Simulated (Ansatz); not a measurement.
# GaH3 (SMILES [GaH3]) at RPA@PBE0/def2-TZVPPD

Aim: the electronic atomisation energy of GaH3 at RPA@PBE0/def2-TZVPPD, from 3 runs. 

Program for the calculation: Ansatz 0.2.0.

27 further runs of the same task are left out: 3 that didn't finish, 24 set aside as unsound or not needed. Runs told in other sessions of the task aren't counted.

### 1 The molecule

GaH3 has 4 atoms, charge 0, and is taken as a singlet. SMILES: `[GaH3]`. The shape is that of a PBE0-D4/def2-TZVP optimisation.

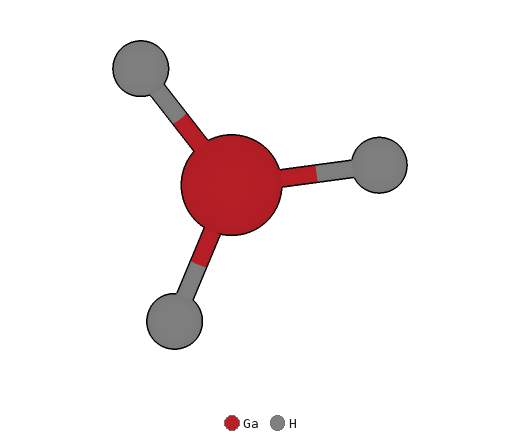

The structure, seen from a chosen angle (gallium red, hydrogen grey).

### 2 The energy at RPA@PBE0/def2-TZVPPD

File job.yaml:

```yaml
crystal:
  periodic: [false, false, false]
  atoms:
    - {symbol: Ga, position_ang: [0.013400, -0.014900, -0.004600]}
    - {symbol: H, position_ang: [1.252400, 0.343800, 0.887700]}
    - {symbol: H, position_ang: [-0.552100, -1.477800, -0.009700]}
    - {symbol: H, position_ang: [-0.658400, 1.088700, -0.893700]}
basis:
  gaussian:
    orbitals: def2-TZVPPD.json
hamiltonian:
  xc: pbe0
correlation:
  method: rpa
  frozen_orbitals: {Ga: 9, H: 0}
accuracy: high
```

The basis set def2-TZVPPD is read from a file made from the Basis Set Exchange's data (not shown).

On the command line:

```sh
$ ansatz run job.yaml --threads 1 --pin off --max-ram 3480MiB --events-out events.jsonl --progress --plain --runs-dir runs
```

Log:

```text
Warning: RAYON_NUM_THREADS=1 ignored (pool sized by the plan → 1); use --threads N
Functional definition: PBE0
  name "PBE0"
  parameter a = 0.25
  parameter kappa = 0.804
  parameter beta = 0.06672455060314922
  exchange = (1 - a)*pbe_x(kappa = kappa, mu = beta*pi^2/3) + a*exact_x
  correlation = pbe_c(beta = beta)
1581 factors; integrals over basis functions are off by at most 4.3e-9 eV
mean field evaluation 1: about -52418.3642 eV, gradient 2.2e1 eV
mean field evaluation 2: about -52418.3931 eV, gradient 2.2e1 eV
mean field evaluation 4: about -52418.9606 eV, gradient 2.0e0 eV
mean field evaluation 8: about -52418.9650 eV, gradient 3.5e-2 eV
mean field evaluation 16: about -52418.9650 eV, gradient 2.2e-7 eV
mean field -52418.96500713 eV, -1926.3614331613 hartree, gradient 4.1e-8 eV, S^2 0.000000; 0 other end points of the search recorded, 0 dependent functions left out
9 core orbitals not correlated: weight in the atoms' cores, before any rotation towards them, 1.000 or more for the frozen orbitals, at most 0.000 for the correlated occupied ones
reference -52380.50767998 eV, -1924.9481524559 hartree; 8, 8 occupied and 88, 88 virtual orbitals, 1581 factors
Total energy: -52390.79644096 eV, -1925.3262574480 hartree
```

Wall time 13 s (1 thread of Arm Neoverse N1, shared host); peak memory 0.26 GiB.

### 3 The Ga atom at the same level

File job.yaml:

```yaml
crystal:
  periodic: [false, false, false]
  atoms:
    - {symbol: Ga, position_ang: [0.000000, 0.000000, 0.000000]}
basis:
  gaussian: {orbitals: def2-TZVPPD.json}
magnetization: {spin_polarized: true, initial_magnetization: 1}
hamiltonian: {xc: {name: PBE0}}
correlation: {method: rpa, frozen_orbitals: {Ga: 9}}
accuracy: high
```

The basis set def2-TZVPPD is read from a file made from the Basis Set Exchange's data (not shown).

Run the same way, it converges to -1923.46794 Eh (log not shown).

### 4 The H atom

File job.yaml:

```yaml
crystal:
  periodic: [false, false, false]
  atoms:
    - {symbol: H, position_ang: [0.000000, 0.000000, 0.000000]}
basis:
  gaussian:
    orbitals: def2-TZVPPD.json
magnetization:
  spin_polarized: true
  initial_magnetization: 1
correlation:
  method: rpa
  frozen_orbitals: {H: 0}
accuracy: high
hamiltonian:
  xc: {name: PBE0}
```

The basis set def2-TZVPPD is read from a file made from the Basis Set Exchange's data (not shown).

Run the same way, it converges to -0.51649 Eh (log not shown).

### 5 Outcome

At RPA@PBE0/def2-TZVPPD, 9 core orbitals frozen:

| quantity | value |
| --- | --- |
| molecule: total energy | -1925.32626 Eh |
| molecule: RPA correlation energy (valence) | -378.1 mEh |
| Ga atom: total energy | -1923.46794 Eh |
| Ga atom: RPA correlation energy (valence) | -255.5 mEh |
| Ga atom: ⟨S²⟩ of the reference determinant | 0.754 |
| H atom: total energy | -0.51649 Eh |
| H atom: RPA correlation energy | -16.9 mEh |
| H atom: ⟨S²⟩ of the reference determinant | 0.750 |
| electronic atomisation energy | 8.404 eV |

What this shows: Taking the molecule apart into free atoms costs 8.40 eV (811 kJ/mol), before zero-point energy and without spin-orbit coupling.
